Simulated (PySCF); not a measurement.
# InF (SMILES [F][In]): FCI/STO-6G

What is the vertical ionisation energy of InF at FCI/STO-6G? Input form: a Python script.

Program for the calculation: PySCF 2.14.0.

11 further runs of the same task are left out: 5 that didn't finish, 6 set aside as unsound or not needed.

**1. The structure to begin with**

The species is InF (2 atoms), meant as a singlet with charge 0. As SMILES, `[F][In]`. The coordinates come from a PBE0-D4/def2-TZVP relaxation.

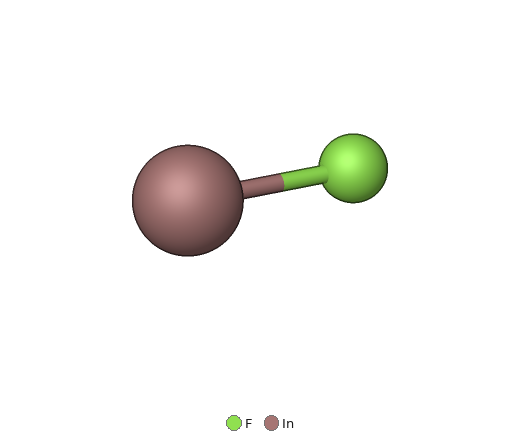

Viewed from a chosen angle; fluorine green, indium brown.

**2. A single-point energy at FCI/STO-6G**

Input file run.py:

```python
from pyscf import gto, mcscf
from pyscf import fci

mol = gto.Mole()
mol.atom = '''
F        0.000000       0.000000       0.015910
In       0.000000       0.000000       2.009580
'''
mol.verbose = 3
mol.basis = 'sto-6g'
mol.max_memory = 1860
mol.charge = 0
mol.build()

myscf = mol.RHF()
myscf.conv_tol = 1e-10
myscf.kernel()
if not myscf.converged:
    myscf = myscf.newton().run(myscf.mo_coeff, myscf.mo_occ)

cas = mcscf.CASCI(myscf, myscf.mo_coeff.shape[-1] - 19, (mol.nelec[0] - 19, mol.nelec[1] - 19))  # full CI above the frozen core
cas.fcisolver = fci.direct_spin0.FCI(mol)  # even spin states alone
cas.kernel()
print('<S^2> = %.4f' % cas.fcisolver.spin_square(cas.ci, cas.ncas, cas.nelecas)[0])
etot = cas.e_tot
print(f'total energy: {etot:.8f} hartree')
```

On the command line:

```bash
OMP_NUM_THREADS=1 python run.py
```

Output:

```text
converged SCF energy = -5811.56675200793
CASCI E = -5811.63924385378  E(CI) = -105.222631312531  S^2 = 0.0000000
<S^2> = 0.0000
total energy: -5811.63924385 hartree
```

Wall time 3.6 s (1 thread of Arm Neoverse V1, shared host); peak memory 0.14 GiB.

**3. The doublet cation, same level**

Input file input.xyz:

```xyz
2
FIn
F      0.000000     0.000000     0.015910
In     0.000000     0.000000     2.009580
```

Input file input.py:

```python
from pyscf import gto, mcscf

molecule = gto.M(
    atom='input.xyz',
    max_memory=1860,
    spin=1,
    basis='sto-6g',
    verbose=3,
    charge=1,
)

mf = molecule.ROHF()
mf.conv_tol = 1e-10
mf.kernel()
if not mf.converged:
    mf = mf.newton().run(mf.mo_coeff, mf.mo_occ)

cas = mcscf.CASCI(mf, mf.mo_coeff.shape[-1] - 19, (molecule.nelec[0] - 19, molecule.nelec[1] - 19))  # full CI above the frozen core
cas.fix_spin_(ss=0.75)
cas.kernel()
etot = cas.e_tot
print('E(%s) = %.9f' % ('FCI', etot))
```

On the command line:

```bash
OMP_NUM_THREADS=1 python input.py
```

Output:

```text
converged SCF energy = -5811.41391868753
CASCI E = -5811.48412206560  E(CI) = -105.067868348501  S^2 = 0.7500000
E(FCI) = -5811.484122066
```

It took 9.6 s on 1 thread of Arm Neoverse V1, shared host; peak memory 0.17 GiB.

**4. What came out**

Level: FCI/STO-6G, 19 core orbitals frozen.

```
                                                    quantity           value
                                   singlet InF: total energy  -5811.63924 Eh
           singlet InF: dipole moment (Hartree–Fock density)          0.87 D
            singlet InF: HOMO energy (Hartree–Fock orbitals)        -4.29 eV
            singlet InF: LUMO energy (Hartree–Fock orbitals)         6.27 eV
          singlet InF: HOMO–LUMO gap (Hartree–Fock orbitals)        10.56 eV
   singlet InF: correlation energy (19 core orbitals frozen)       -72.5 mEh
                                doublet cation: total energy  -5811.48412 Eh
doublet cation: correlation energy (19 core orbitals frozen)       -70.2 mEh
          vertical ionisation energy (to the doublet cation)        4.221 eV
```

In words: The vertical ionisation energy comes to 4.22 eV (407 kJ/mol). In a minimal basis such a difference can be off by several eV, whatever the method. Relativity is left out (singlet InF) although the molecule holds a heavy atom. Relativity is left out (doublet cation) although the molecule holds a heavy atom.
